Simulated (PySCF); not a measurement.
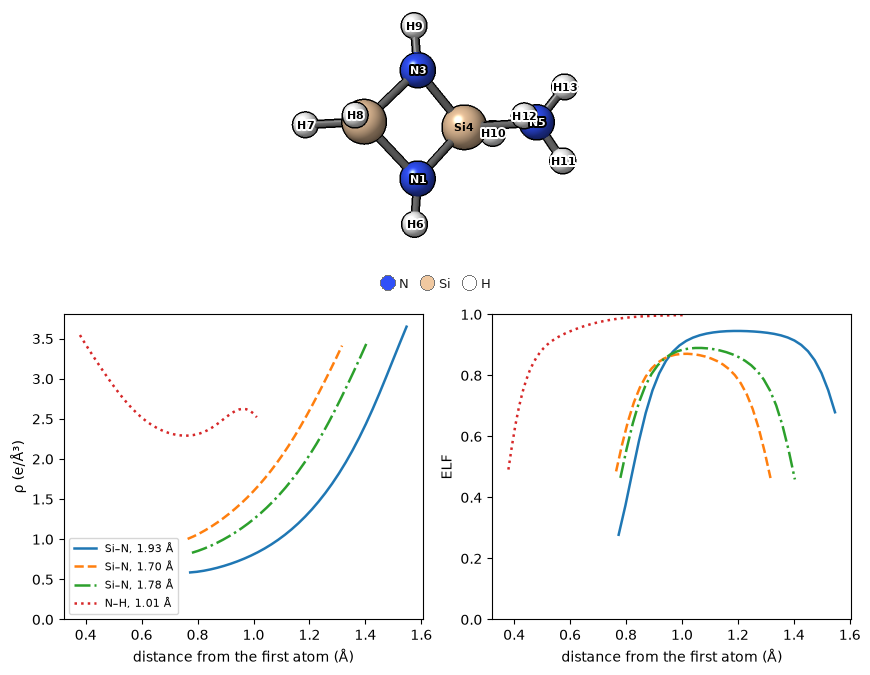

*H₈N₃Si₂ (SMILES [NH3+][SiH]1N[SiH2]N1) (charge +1). Electron density and ELF along straight lines between neighbouring atoms. The curves leave out the atomic cores. The structure is drawn too.*

Geometry: PBE0-D3(BJ)/def2-SVP.

Level of theory: PBE0/pcSseg-2, SCF density, gas phase, non-relativistic in PySCF.

```xyz
13

N     0.7024   -0.0887   -1.2023
Si    1.8946   -0.2359    0.1146
N     0.4877   -0.6761    1.1179
Si   -0.5714   -0.6151   -0.2093
N    -1.7416    0.8992    0.0701
H     0.8258    0.0484   -2.1972
H     2.8942   -1.3179   -0.0646
H     2.5396    1.0459    0.4969
H     0.4379   -1.0626    2.0520
H    -1.5816   -1.6350   -0.5601
H    -2.2469    1.1835   -0.7778
H    -1.1781    1.7036    0.3711
H    -2.4503    0.7379    0.7961
```

**What kind of bonding do the profiles show?**

Si–N (1.93 Å): ρ is about 0.76 e/Å³ halfway; the ELF peaks at about 0.95 between the atoms; a polar covalent bond.
Si–N (1.70 Å): ρ at the midpoint is about 1.2 e/Å³; the ELF peaks at about 0.85 between the atoms: a polar covalent bond.
Si–N (1.78 Å): ρ is about 0.99 e/Å³ halfway; the ELF peaks at about 0.90 between the atoms: a shared but strongly polarised pair.
N–H (1.01 Å): ρ at the midpoint is about 2.9 e/Å³; the ELF climbs to about 1 towards the hydrogen, as it does in any bond to H (a covalent bond by its length).
